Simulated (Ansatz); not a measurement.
# GaN₂H₅: vertical ionisation energy

How much energy removes an electron from GaN₂H₅ at fixed geometry? The cation is run at each level and the neutral's energy taken from earlier runs.

Program: Ansatz 0.2.0, Gaussian basis. Level of theory: unrestricted cation, the program's frozen cores in correlated methods. These are calculated values, not measurements.

Levels to be run: UKS PBE-D4/def2-TZVPP; UKS r2SCAN-D4/def2-TZVPP; UKS PBE0-D4/def2-TZVPP; UKS B3LYP-D4/def2-TZVPP; UKS wB97X-V/def2-TZVPP; UKS wB97M-V/def2-TZVPP; UKS B2PLYP/def2-TZVPP; UHF-CCSD(T)/def2-TZVPP; UHF-CCSD(T)/def2-QZVPP; extrapolation to the limit; then −ε(HOMO) from the neutral's earlier runs with LDA (SPW92), PBE-D4, revPBE-D4, BLYP-D4, r2SCAN-D4, B97M-V, PBE0-D4, B3LYP-D4, r2SCANh-D4, r2SCAN0-D4, HSE06-D4, BHLYP-D4, CAM-B3LYP-D4, LC-ωPBE, ωB97X-V, ωB97M-V.

**1. The geometry**

An earlier PBE0-D4 in a triple-zeta def2 set relaxation fixed the geometry.

SMILES `[NH2][GaH][NH2]`, 8 atoms, charge 0, spin multiplicity 1.

Atoms are counted from 1 here; the program's logs count them from 0.

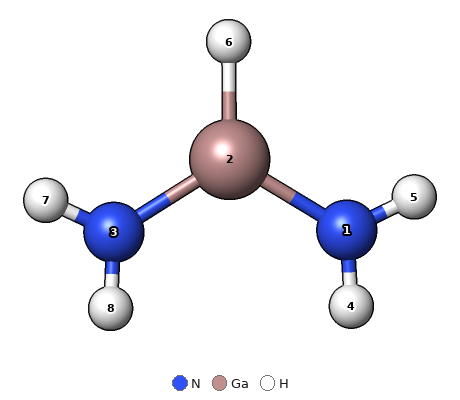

The geometry (nitrogen blue, gallium pink, hydrogen white); atoms are numbered from 1 in the order of the file.

**2. Cation, UKS PBE-D4/def2-TZVPP**

Input file in.yaml:

```yaml
crystal:
  periodic: [false, false, false]
  atoms:
    - {symbol: N, position_ang: [-1.049649, 0.718438, -0.930375]}
    - {symbol: Ga, position_ang: [0.193172, 0.505738, 0.376407]}
    - {symbol: N, position_ang: [0.884644, -1.158503, 0.598436]}
    - {symbol: H, position_ang: [-1.406579, -0.023964, -1.505982]}
    - {symbol: H, position_ang: [-1.523115, 1.587518, -1.102280]}
    - {symbol: H, position_ang: [0.647470, 1.696838, 1.264136]}
    - {symbol: H, position_ang: [1.604277, -1.370520, 1.266378]}
    - {symbol: H, position_ang: [0.649790, -1.955546, 0.033280]}
basis:
  gaussian: {orbitals: def2-TZVPP}
total_charge: 1
magnetization: {spin_polarized: true, initial_magnetization: 1}
hamiltonian: {xc: pbe, dispersion: d4}
```

Launch:

```bash
> ansatz run in.yaml --threads 2 --pin off --events-out ev --progress --plain --max-ram 22528MiB --backend cpu
```

The runs that follow: Cation, UKS r2SCAN-D4/def2-TZVPP; Cation, UKS PBE0-D4/def2-TZVPP; Cation, UKS B3LYP-D4/def2-TZVPP; Cation, UKS wB97X-V/def2-TZVPP; Cation, UKS wB97M-V/def2-TZVPP; Cation, UKS B2PLYP (frozen core)/def2-TZVPP; Cation, UHF-CCSD(T)/def2-TZVPP; Cation, UHF-CCSD(T)/def2-QZVPP.

Before running them: what should the planned runs give, taken together? Wanted: ionisation energy, CCSD(T)/CBS; nearest functional by difference; nearest −ε(HOMO); −ε(HOMO) of PBE; T1 of the cation.

The runs gave:

```
                        quantity               value
  ionisation energy, CCSD(T)/CBS             9.37 eV
nearest functional by difference  ωB97X-V (-0.18 eV)
                nearest −ε(HOMO)  ωB97X-V (-0.19 eV)
                 −ε(HOMO) of PBE             5.33 eV
                T1 of the cation               0.055
```

What this shows: By cation minus neutral, the functionals miss by 0.80 eV at most. −ε(HOMO) of PBE misses by 4.0 eV, since self-interaction lifts the level. Among orbital estimates ωB97X-V comes nearest. Hartree-Fock falls 1.39 eV short, as the neutral has more correlation energy than the cation. The cation's T1 (from the report) is 0.055, above the customary mark of 0.045 for open shells, so the coupled-cluster value is less safe. Correlated methods include outer-core shells of Ga, which these sets cover unevenly. With outer-core shells in play the reference is unsure by up to some tenths of an eV, so close misses can't be ranked.
